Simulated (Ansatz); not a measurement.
SiH5OF: several calculations on one system

### Relaxation

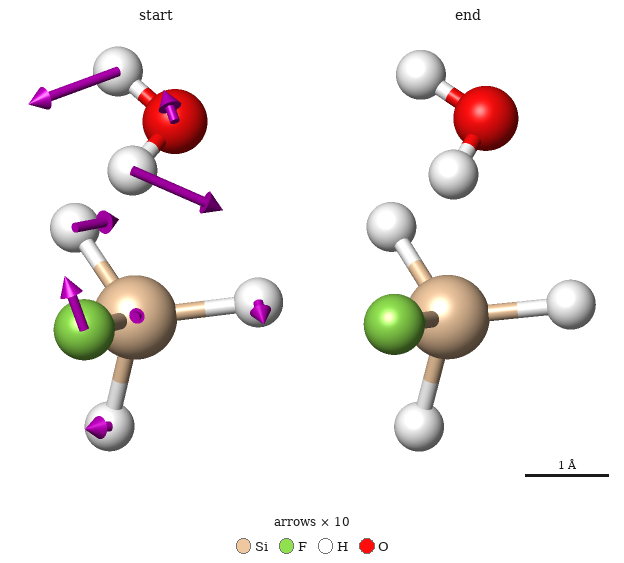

The structure of SiH5OF before (left) and after (right) a relaxation, at one scale. The purple arrows give the displacements, magnified 10 times.

The picture is a ball-and-stick view, seen from a free direction.

The run prepares an end point of a later path (reaction) calculation, from a guessed geometry.

All numbers below come from RKS PBE/def2-SVP in Ansatz 0.2.0.

The input:
```yaml
crystal:
  periodic: [false, false, false]
  atoms:
    - { symbol: Si, position_ang: [0.281729, 0.035573, -0.102791] }
    - { symbol: F, position_ang: [0.212617, -0.0738, 1.515422] }
    - { symbol: H, position_ang: [1.753454, 0.024202, -0.429271] }
    - { symbol: H, position_ang: [-0.300634, 1.321943, -0.595353] }
    - { symbol: H, position_ang: [-0.335935, -1.180493, -0.727015] }
    - { symbol: O, position_ang: [-2.437348, 0.086839, 0.844884] }
    - { symbol: H, position_ang: [-2.724537, -0.827022, 0.666276] }
    - { symbol: H, position_ang: [-1.900346, -0.016943, 1.671148] }
basis:
  gaussian: { orbitals: def2-SVP }
hamiltonian:
  xc: pbe
relax:
  f_tol: 0.03
  max_steps: 50
```

Run as
```bash
ansatz run input.yaml --threads 1 --pin off --max-ram 2048MiB --backend cpu --events-out ev --progress --plain --runs-dir out
```

**What changed between the two?**

The energy falls by 0.59 kcal/mol in 7 geometry steps. Largest force component: 1 eV/Å at the start, 0.023 eV/Å at the end. The largest move after the best rigid fit is that of H7, 0.13 Å. Largest moves by element: H 0.13 Å, F 0.07 Å, O 0.04 Å, Si 0.02 Å. Near-neighbour distances that change, for instance: Si1–F2 1.623 → 1.658 Å, O6–H8 0.991 → 0.979 Å.

### Relaxation

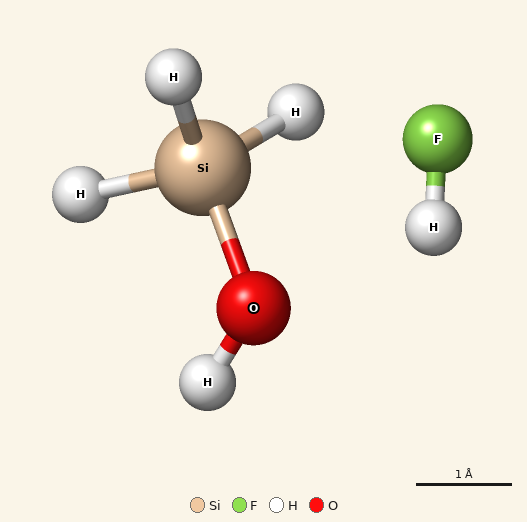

Starting structure of SiH$_{5}$OF. A ball-and-stick model, seen at a tilt.

The run prepares an end point of a later path (reaction) calculation, from a guessed geometry.

All numbers below come from RKS PBE/def2-SVP in Ansatz.

The input:
```yaml
crystal:
  periodic: [false, false, false]
  atoms:
    - { symbol: Si, position_ang: [-0.411304, -0.114576, -0.39026] }
    - { symbol: F, position_ang: [0.017376, 0.755095, 2.231148] }
    - { symbol: H, position_ang: [0.84013, -0.747733, 0.138142] }
    - { symbol: H, position_ang: [-0.247147, 1.367079, -0.55136] }
    - { symbol: H, position_ang: [-0.693755, -0.707021, -1.754395] }
    - { symbol: O, position_ang: [-1.751166, -0.459416, 0.579475] }
    - { symbol: H, position_ang: [-2.406495, -1.058495, 0.193549] }
    - { symbol: H, position_ang: [-0.798639, 0.335367, 2.397] }
basis:
  gaussian: { orbitals: def2-SVP }
hamiltonian:
  xc: pbe
relax:
  f_tol: 0.03
  max_steps: 50
```

Command:
```bash
ansatz run input.yaml --threads 1 --pin off --max-ram 2048MiB --backend cpu --events-out ev --progress --plain --runs-dir out
```

Predict the outcome.

Answer. Over 12 accepted moves (15 points after the start) the energy falls by 4.26 kcal/mol. The largest force component goes from 0.51 to 0.027 eV/Å. The line search rejected the trial steps at points 3, 8, 11 of the run. The forces were under the threshold at step 13, but the run went on from there. The largest move after the best rigid fit is that of H7, 0.56 Å. By element the largest moves are H 0.56 Å, F 0.35 Å, O 0.20 Å, Si 0.09 Å. Near-neighbour distances that change, for instance: Si1–O6 1.690 → 1.714 Å, F2–H8 0.933 → 0.956 Å, Si1–H5 1.514 → 1.506 Å, Si1–H4 1.499 → 1.492 Å. Bond angles that change, for instance: H4–Si1–O6 110.5° → 105.7°, H4–Si1–H5 108.1° → 110.4°. Groups turn about Si1–O6 by about 45°.

The structure at the end:

```xyz
8

Si   -0.3763   -0.1036   -0.4729
F    -0.2402    0.7023    2.4650
H     0.8144   -0.9000   -0.0246
H    -0.0779    1.3578   -0.5196
H    -0.7993   -0.5957   -1.8314
O    -1.6998   -0.2716    0.6027
H    -2.0909   -1.1633    0.6450
H    -0.9810    0.3444    1.9791
```

The end point in the same view:

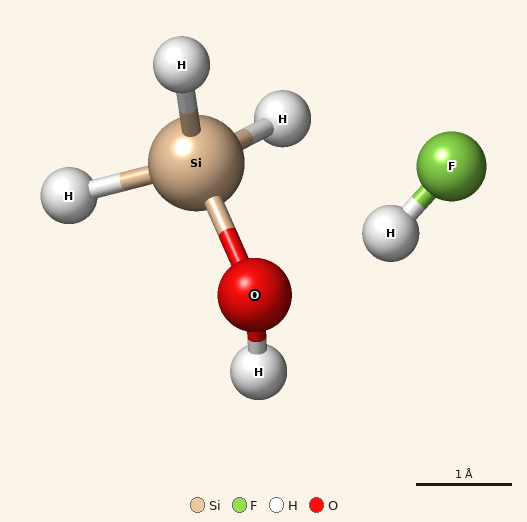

Limits of the set-up: the start holds two separate molecules, 2.2 Å apart at their closest, whose relative position is a soft coordinate and is computed without a dispersion correction.

### Path

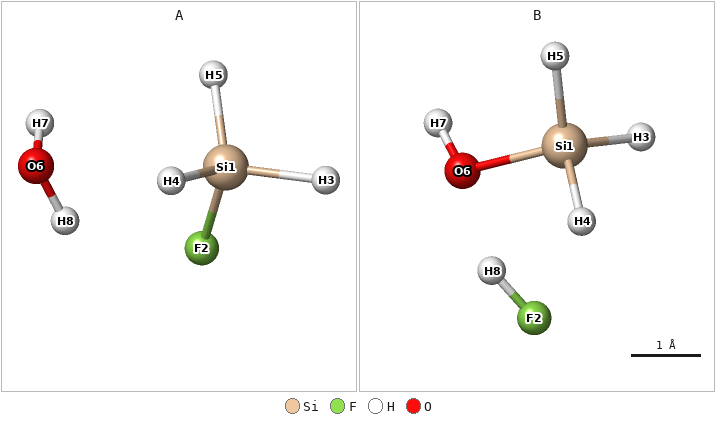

The two relaxed end points of a path for SiH$_{5}$OF. The picture is a ball-and-stick view, seen at a tilt.

Theory: Ansatz, RKS PBE/def2-SVP.

Run with 9 movable images; climbing image; force threshold 0.05 eV/Å; iteration limit 60.

Start:
```xyz
8

Si    0.2801    0.0346   -0.1215
F     0.1556   -0.1136    1.5255
H     1.7586    0.0054   -0.3964
H    -0.2830    1.3426   -0.5751
H    -0.3474   -1.1489   -0.7930
O    -2.4644    0.0566    0.8268
H    -2.6738   -0.8946    0.7679
H    -1.8766    0.0882    1.6091
```

End:
```xyz
8

Si   -0.3124   -0.1125   -0.4462
F    -0.4736    0.8320    2.4489
H     0.9051   -0.7769    0.1275
H    -0.1399    1.3664   -0.5456
H    -0.5851   -0.7007   -1.8049
O    -1.6951   -0.3521    0.5375
H    -2.0090   -1.2728    0.5967
H    -1.1408    0.3871    1.9292
```

Q: What barrier does the band find between them, and by what path?

A: The energy climbs by 0.94 eV to image 6 and then falls by 0.64 eV, so the end point sits at +0.30 eV. Breaking: O6–H8 (0.98 → 1.12 at the top → 1.67 Å), Si1–F2 (1.66 → 1.95 at the top → 3.05 Å). Forming: F2–H8 (2.04 → 1.27 at the top → 0.96 Å), Si1–O6 (2.90 → 1.90 at the top → 1.71 Å). The band converged in 13 iterations. The largest component of the band force went from 4.2 to 0.037 eV/Å. The climbing image converged on the top of the path. Its vibrational analysis gives one imaginary mode (487i cm⁻¹), as a transition state must have.

Energies of the converged images:

```
image  path (Å)  E (eV)
    0      0.00   0.000
    1      0.46   0.025
    2      0.92   0.085
    3      1.38   0.237
    4      1.84   0.515
    5      2.30   0.750
    6      2.76   0.941
    7      3.07   0.741
    8      3.39   0.460
    9      3.70   0.325
   10      4.02   0.303
```

The geometry at the top of the path:

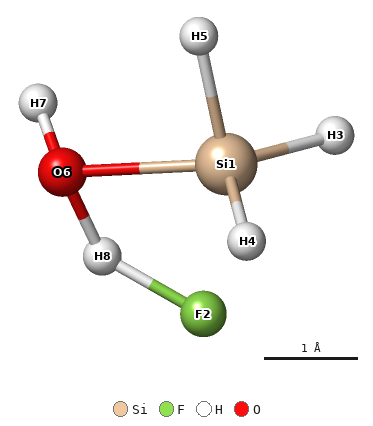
